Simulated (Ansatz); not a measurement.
## Electronic structure of FH$_{3}$O$_{3}$Si···H$_{2}$O in real space

```xyz
11

Si   -0.0675   -0.4101   -0.9464
O     0.6680    0.9802    2.0746
O    -0.8636   -1.8277   -0.9585
O    -1.0555    0.6619   -0.1951
O     1.3567   -0.3928   -0.2049
H     1.0677    1.8352    2.2490
F     0.1793    0.0110   -2.4567
H    -0.1339    1.1582    1.5622
H    -0.5088   -2.5479   -1.4806
H    -1.9967    0.5484   -0.3392
H     1.3542   -0.0163    0.6955
```

The product side of a reaction path; geometry: PBE0-D4/def2-TZVP.

Method: RKS PBE0-D4/def2-TZVPP (Ansatz 0.2.0).

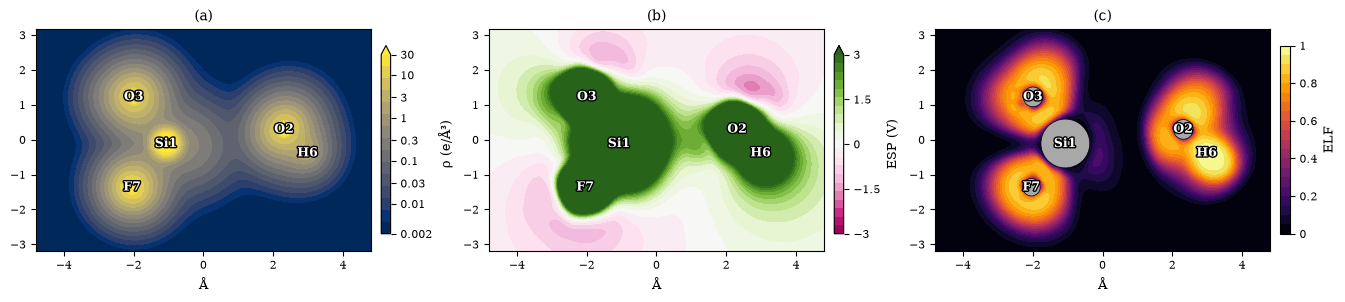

Figure 1. (a) total electron density; (b) molecular electrostatic potential; (c) electron localisation function on the plane of atoms O3, Si1 and F7. Grey discs cover the atomic cores in the ELF map.

What does the map show?

Atoms in the plane: Si, O, H and F. Si–F (1.59 Å): the density is about 1.2 e/Å³ at the midpoint; the ELF peaks at about 0.85 in the valence shell of F, 0.6 Å from its nucleus, and is about 0.45 at the midpoint. Si–O (1.63 Å): the density is about 1.2 e/Å³ at the midpoint; the ELF peaks at about 0.90 between the atoms, as expected for a short, strongly polar bond. O–H (0.96 Å): ρ is about 3.8 e/Å³ halfway; the ELF climbs to about 1 towards the hydrogen, as it does in any bond to H; a covalent bond by its length. The ELF also peaks beside F7, O2 and O3, away from the bonds: lone-pair regions. Outside the dense part of the complex the potential is most negative (−1.7 V) near O2.

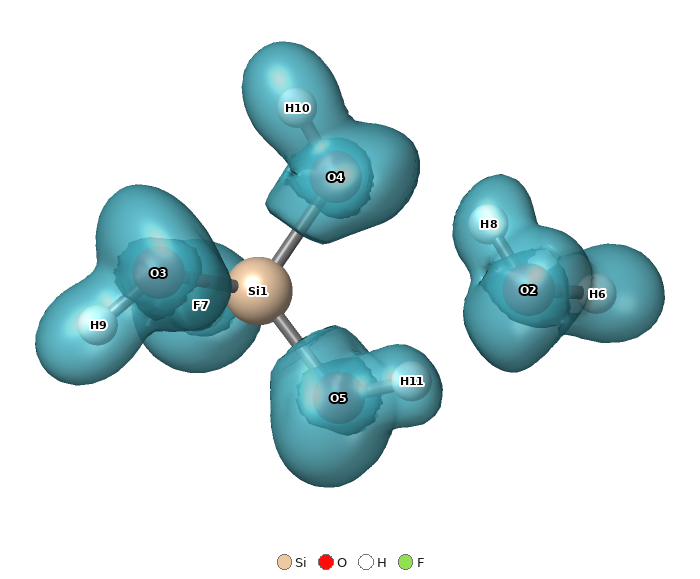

Figure 2. Isosurface of the electron localisation function at 0.75 (cyan), seen across its widest extent. Core shells and regions of very low density are left out.

What do the ELF domains correspond to?

At this value the surface marks out one region wrapped around F (its lone pairs, merged into a ring or cap) and four joined regions spread over several atoms (H, O), in which their bonds and any lone pairs are merged.


O2···H11 (1.83 Å): the ELF dips to about 0.15 between them; a closed-shell contact with the geometry of a hydrogen bond.

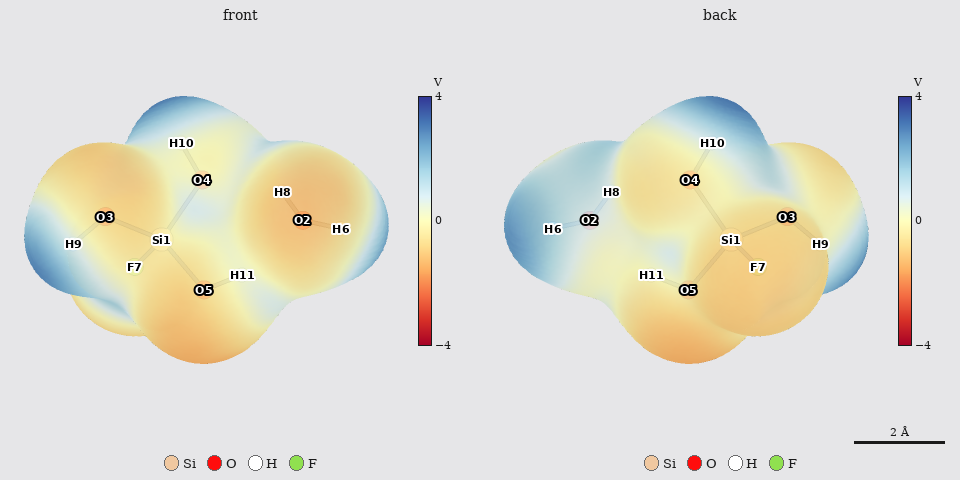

Figure 3. The electrostatic potential painted on the density surface at 0.002 e/bohr³, seen from the front and from behind; red is negative and blue positive.

Which sites attract a positive test charge, and which a negative one?

A positive charge is drawn to the negative regions and a negative charge to the positive ones. The most negative region (about −1.5 V) lies over O5, the most positive (about +3.0 V) over H10. O5 is the likeliest acceptor of a hydrogen bond.

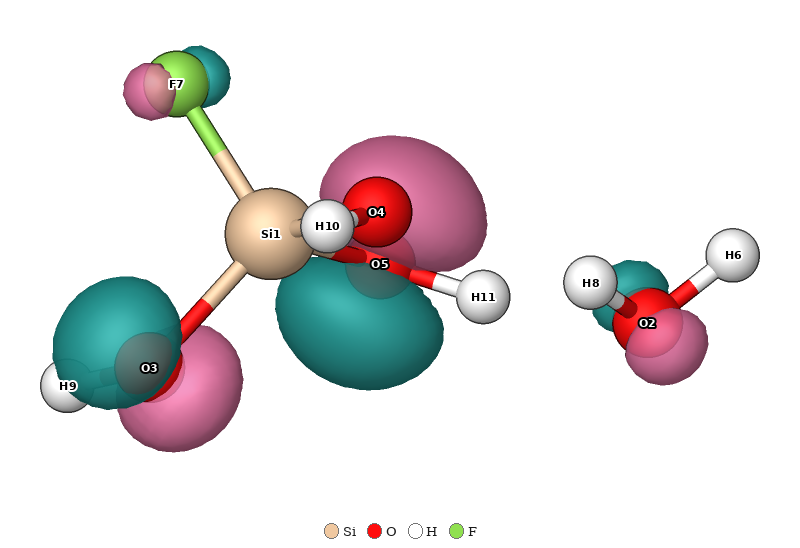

Figure 4. The HOMO at ±0.2 Å⁻³ᐟ² (teal and pink are the two phases), seen from one side.

Where does this orbital lie, and at what energy?

It lies mainly on O5 (about 55 %) and O3 (about 25 %); largely a combination of lone pairs on O5 and O3. Its energy is −9.15 eV.
